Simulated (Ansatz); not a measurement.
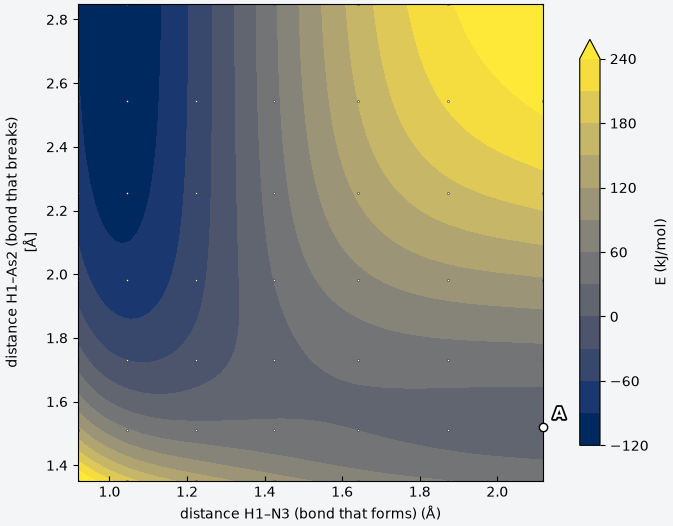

The reacting system AsH5N (fragments AsH₃ + H₂N where the first distance is long, H₃N + AsH₂ where the second is long), spin multiplicity 2. First axis: distance H1–N3 (bond that forms). Second axis: distance H1–As2 (bond that breaks). Relaxed at each point: all other coordinates. Grid: 7 × 7 points. Points are written as (first, second). All energies are given in kJ/mol relative to a guessed transition structure relaxed with its forming and breaking bonds held. In part of the range the unrestricted reference is strongly spin-contaminated. Method: Ansatz, UKS BHLYP-D4/def2-SVP.

The picture shows filled contours, dots at the grid points, one colour for all values above the top of the scale, the point A. Between grid points the surface is interpolated.

> Find the lowest path from A to the other arm of the map, and its barrier.

The easiest path runs from the side where the first distance is long, (2.118 Å, 1.510 Å), to the side where the second distance is long, (1.046 Å, 2.850 Å). Its highest point, at about (1.61 Å, 1.59 Å), lies about 8.3 kJ/mol above the start and 142 kJ/mol above the end on the interpolated surface. An end on the edge of the scan is no minimum, so the barrier from there is a lower bound.

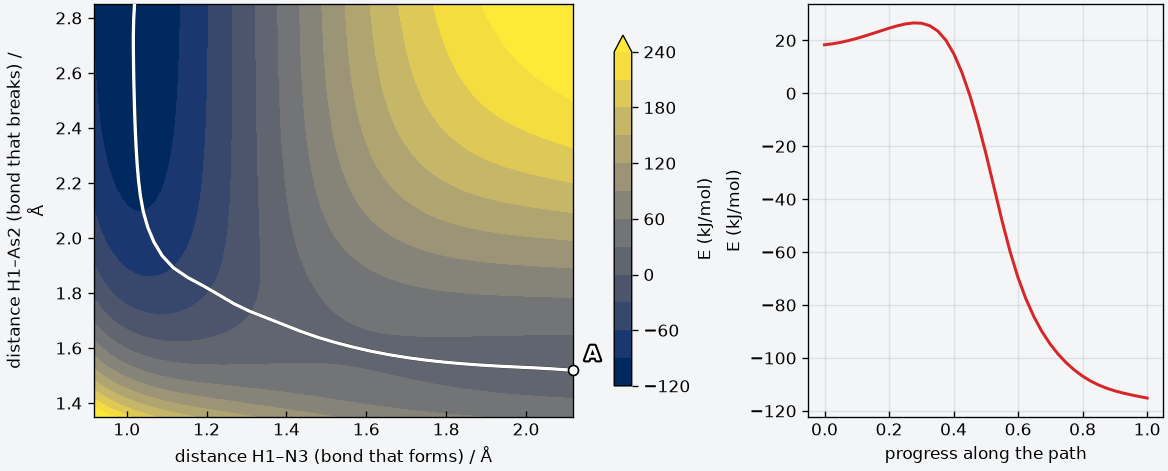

In the figure: filled contours, a line along the lowest path, one colour for all values above the top of the scale, the energy along the path at the right. Between grid points the surface is interpolated.
